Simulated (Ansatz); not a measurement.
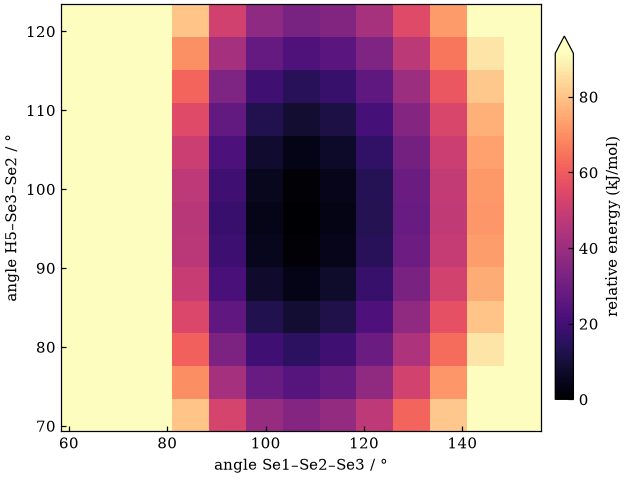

Energy landscape of H2Se3. The first coordinate is: angle Se1–Se2–Se3; the second: angle H5–Se3–Se2. Nothing is relaxed (all other coordinates rigid). The scan uses a 13 × 13 grid. All energies are given in kJ/mol relative to the lowest grid point. Energies and slopes of some neighbouring points disagree (a jump in structure or state, or too coarse a mesh). Level of theory: Ansatz 0.2.0, RKS SPW92 (LDA)/def2-TZVP.

The picture shows one coloured cell a grid point, one colour for all values above the top of the scale. 

> Describe this landscape.

The lowest grid point is at angle Se1–Se2–Se3 = 107.2°, angle H5–Se3–Se2 = 96.4°. The highest grid point, angle Se1–Se2–Se3 = 62.2°, angle H5–Se3–Se2 = 71.4°, lies 367 kJ/mol above the lowest.

The input of one point:

```yaml
crystal:
  periodic: [false, false, false]
  atoms:
    - { symbol: Se, position_ang: [0.72093, -0.223501, 1.722081] }
    - { symbol: Se, position_ang: [-0.318423, 1.107301, 0.13186] }
    - { symbol: Se, position_ang: [-0.601229, -0.190344, -1.769665] }
    - { symbol: H, position_ang: [2.113938, 0.073209, 1.302097] }
    - { symbol: H, position_ang: [-1.915189, -0.764687, -1.384197] }
basis:
  gaussian: { orbitals: def2-TZVP }
hamiltonian:
  xc: lda
output:
  forces: true
```

The whole map (169 points run) took 9.4 min on 1 thread of Arm Neoverse V2 (shared host).
